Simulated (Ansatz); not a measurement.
# Nudged elastic band, with input and output: GaH₃O

The run: nudged elastic band of GaH₃O. Method and program: UHF/def2-SVPD (Ansatz 0.2.0).

One setting was made poor on purpose. It belongs to a series of runs on one base structure; here: band between the two ends. Figures and captions count atoms from 1; the log counts them from 0 in places.

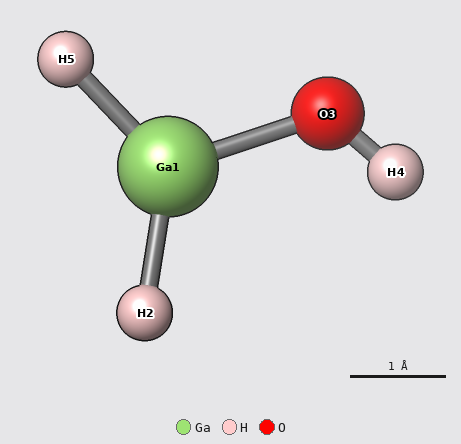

**Figure 1.** The structure as given in the input (ball-and-stick view, seen on its broad side; atoms are numbered from 1 in the order of the input). Sticks mark near contacts. Bond lengths as drawn: Ga–H 1.56 to 1.57 Å, Ga–O 1.79 Å and H–O 0.94 Å.

## The input
```yaml
crystal:
  periodic: [false, false, false]
  atoms:
    - { symbol: Ga, position_ang: [-0.356673, 0.318822, 0.279403] }
    - { symbol: H, position_ang: [-1.526314, 0.466809, -0.756342] }
    - { symbol: O, position_ang: [1.063448, -0.656998, -0.193362] }
    - { symbol: H, position_ang: [1.102501, -1.066299, -1.040628] }
    - { symbol: H, position_ang: [-0.282962, 0.937665, 1.710929] }
magnetization:
  spin_polarized: true
basis:
  gaussian: { orbitals: def2-SVPD }
hamiltonian:
  xc: hf
neb:
  order_check: false
  images: 2
  f_tol: 0.03
  max_iterations: 60
  climbing: false
  final_atoms:
    - { symbol: Ga, position_ang: [0.55901621, 0.29084424, 1.28565899] }
    - { symbol: H, position_ang: [-1.2066238, -0.26887824, -1.98663397] }
    - { symbol: O, position_ang: [1.63294549, -0.65032297, 0.49159669] }
    - { symbol: H, position_ang: [-0.53301596, -0.54200002, -1.80688096] }
    - { symbol: H, position_ang: [-0.45232194, 1.17035599, 2.01625925] }
  initial_path:
    images:
      - { positions_ang: [[-0.356673, 0.318822, 0.279403], [-1.526314, 0.466809, -0.756342], [1.063448, -0.656998, -0.193362], [1.102501, -1.066299, -1.040628], [-0.282962, 0.937665, 1.710929]] }
      - { positions_ang: [[-0.0513574, 0.26471613, 0.51785638], [-1.05007017, 0.09733805, -1.00802069], [1.09242218, -0.70341622, -0.2607561], [0.4174711, -0.69637658, -1.03122664], [-0.40846572, 1.03773762, 1.78214705]] }
      - { positions_ang: [[0.25387234, 0.25539021, 0.85327505], [-0.94350677, -0.14789103, -1.41811801], [1.28225468, -0.70119121, -0.03243654], [-0.12770122, -0.52161026, -1.2866443], [-0.46491903, 1.11530129, 1.8839238]] }
      - { positions_ang: [[0.55901621, 0.29084424, 1.28565899], [-1.2066238, -0.26887824, -1.98663397], [1.63294549, -0.65032297, 0.49159669], [-0.53301596, -0.54200002, -1.80688096], [-0.45232194, 1.17035599, 2.01625925]] }
```

Machine: 2 threads of Arm Neoverse N1, 16 GiB of memory available, shared host.

Launch command:
```bash
ansatz run input.yaml --threads 2 --pin off --max-ram 3072MiB --backend cpu --events-out ev --progress --plain --runs-dir out
```

## The program's output
```
Engine: ansatz 0.2.0, aarch64-unknown-linux-gnu
Functional definition: HF
  exchange = exact_x
  correlation = 0
872 factors; integrals over basis functions are off by at most 3.1e-4 eV
mean field evaluation 1: about -54408.1481 eV, gradient 2.7e1 eV
mean field evaluation 2: about -54408.1650 eV, gradient 2.7e1 eV
mean field evaluation 4: about -54411.0525 eV, gradient 1.5e0 eV
mean field evaluation 8: about -54411.0742 eV, gradient 4.6e-4 eV
mean field -54411.07424758 eV, -1999.5700974478 hartree, gradient 1.5e-5 eV, S^2 0.000000; 0 other end points of the search recorded, 0 dependent functions left out
the calculation of the forces begins
reference -54411.07424758 eV, -1999.5700974478 hartree; 21, 21 occupied and 64, 64 virtual orbitals, 872 factors
863 factors; integrals over basis functions are off by at most 1.2e-3 eV
mean field evaluation 16: about -54408.0538 eV, gradient 5.0e-1 eV
mean field evaluation 32: about -54407.1752 eV, gradient 4.6e0 eV
mean field evaluation 64: about -54405.7906 eV, gradient 9.3e0 eV
mean field evaluation 96: about -54408.0567 eV, gradient 7.0e-5 eV
mean field -54408.05668877 eV, -1999.4592042068 hartree, gradient 2.7e-5 eV, S^2 0.000000; 1 other end points of the search recorded, 0 dependent functions left out
[... from here on the field's lines of each further geometry are left out, up to the last ...]
NEB iter   1: max|band force component| = 3.019e0 eV/Å  barrier→ = 3.6551 eV  barrier← = 0.6375 eV  Δτ_max = 0.2000 Å  (307 SCF iters)
NEB iter   2: max|band force component| = 1.977e0 eV/Å  barrier→ = 3.2955 eV  barrier← = 0.2779 eV  Δτ_max = 0.1831 Å  (74 SCF iters)
NEB iter   3: max|band force component| = 4.835e-1 eV/Å  barrier→ = 3.1641 eV  barrier← = 0.1466 eV  Δτ_max = 0.2000 Å  (73 SCF iters)
NEB iter   4: max|band force component| = 4.769e-1 eV/Å  barrier→ = 3.1157 eV  barrier← = 0.0981 eV  Δτ_max = 0.1010 Å  (71 SCF iters)
NEB iter   5: max|band force component| = 5.816e-1 eV/Å  barrier→ = 3.1001 eV  barrier← = 0.0825 eV  Δτ_max = 0.0508 Å  (74 SCF iters)
NEB iter   6: max|band force component| = 3.735e-1 eV/Å  barrier→ = 3.0974 eV  barrier← = 0.0798 eV  Δτ_max = 0.0179 Å  (74 SCF iters)
NEB iter   7: max|band force component| = 1.163e-1 eV/Å  barrier→ = 3.0956 eV  barrier← = 0.0781 eV  Δτ_max = 0.0055 Å  (72 SCF iters)
the calculation of the forces begins
reference -54408.10981741 eV, -1999.4611566486 hartree; 21, 21 occupied and 64, 64 virtual orbitals, 872 factors
872 factors; integrals over basis functions are off by at most 1.2e-3 eV
mean field evaluation 320: about -54407.9701 eV, gradient 3.4e-1 eV
mean field evaluation 352: about -54404.8975 eV, gradient 2.1e0 eV
mean field -54407.97875530 eV, -1999.4563402048 hartree, gradient 1.8e-5 eV, S^2 0.000000; 1 other end points of the search recorded, 0 dependent functions left out
the calculation of the forces begins
reference -54407.97875530 eV, -1999.4563402048 hartree; 21, 21 occupied and 64, 64 virtual orbitals, 872 factors
NEB iter   8: max|band force component| = 1.843e-2 eV/Å  barrier→ = 3.0955 eV  barrier← = 0.0779 eV  Δτ_max = 0.0000 Å  (232 SCF iters)
```

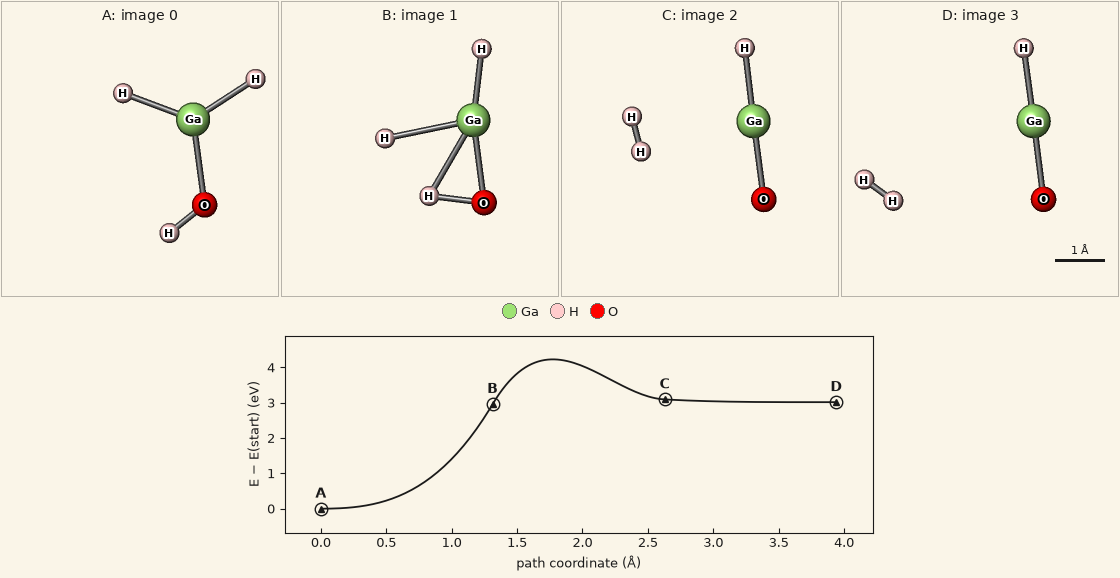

**Figure 2.** Images of the last band (counted from 0; ball-and-stick, seen at a tilt) above the energy along the path; the line is a cubic interpolation that uses the forces. The highest image is number 2, 3.095 eV above the start and 0.078 eV above the end; the end lies 3.018 eV above the start. The path is 3.94 Å long. The band converged in 8 iterations.

```
Total energy: -54407.97875530 eV, -1999.4563402048 hartree
Atom 0 at     0.485771     0.130392     0.847951 Å, force     0.040842     0.022691     0.098630 eV/Å
Atom 1 at    -1.077208     0.037674    -1.174357 Å, force    -0.042515    -0.041734    -0.138364 eV/Å
Atom 2 at     1.718529    -0.788026     0.285229 Å, force     0.052822    -0.001508     0.057668 eV/Å
Atom 3 at    -0.471580    -0.369797    -1.348753 Å, force    -0.095207     0.005410    -0.100854 eV/Å
Atom 4 at    -0.655512     0.989756     1.389930 Å, force     0.044057     0.015141     0.082921 eV/Å
Dipole moment:    -0.960529     0.662036     0.321848 e Å
this run last wrote the band of iteration 8 to [file]
```

## The last band as extended XYZ (Å, eV, eV/Å)
```
5
Properties=species:S:1:pos:R:3:forces:R:3 image=0 energy=-54411.07425
Ga   -0.3567    0.3188    0.2794    0.0051  -0.0049  -0.0026
H    -1.5263    0.4668   -0.7563   -0.0003   0.0015   0.0019
O     1.0634   -0.6570   -0.1934   -0.0020   0.0033   0.0023
H     1.1025   -1.0663   -1.0406   -0.0002  -0.0016  -0.0022
H    -0.2830    0.9377    1.7109   -0.0026   0.0017   0.0006
5
Properties=species:S:1:pos:R:3:forces:R:3 image=1 energy=-54408.10982
Ga    0.1116    0.2165    0.5975   -2.3502   0.6142  -1.3750
H    -1.0289    0.1292   -0.9123    0.5123   0.3324   1.3064
O     1.1883   -0.7775   -0.3106   -3.0631   0.2426  -3.0430
H     0.2822   -0.6168   -1.0145    4.6602  -1.6229   1.8935
H    -0.5533    1.0486    1.6398    0.2408   0.4337   1.2180
5
Properties=species:S:1:pos:R:3:forces:R:3 image=2 energy=-54407.97875
Ga    0.4858    0.1304    0.8480    0.0408   0.0227   0.0986
H    -1.0772    0.0377   -1.1744   -0.0425  -0.0417  -0.1384
O     1.7185   -0.7880    0.2852    0.0528  -0.0015   0.0577
H    -0.4716   -0.3698   -1.3488   -0.0952   0.0054  -0.1009
H    -0.6555    0.9898    1.3899    0.0441   0.0151   0.0829
5
Properties=species:S:1:pos:R:3:forces:R:3 image=3 energy=-54408.05669
Ga    0.5590    0.2908    1.2857   -0.0071  -0.0055  -0.0242
H    -1.2066   -0.2689   -1.9866   -0.0075   0.0020  -0.0056
O     1.6329   -0.6503    0.4916    0.0071  -0.0024   0.0045
H    -0.5330   -0.5420   -1.8069    0.0093  -0.0035   0.0047
H    -0.4523    1.1704    2.0163   -0.0018   0.0094   0.0206
```

## Summary

| quantity | value |
| --- | --- |
| outcome | converged |
| barrier, forward | 3.095 eV |
| barrier, backward | 0.078 eV |
| wall time | 41 s (CPU time 76 s) |
| peak memory | 0.2 GiB |

## Remarks

A deliberately poor setting: few images. The order of the saddle point was not checked.
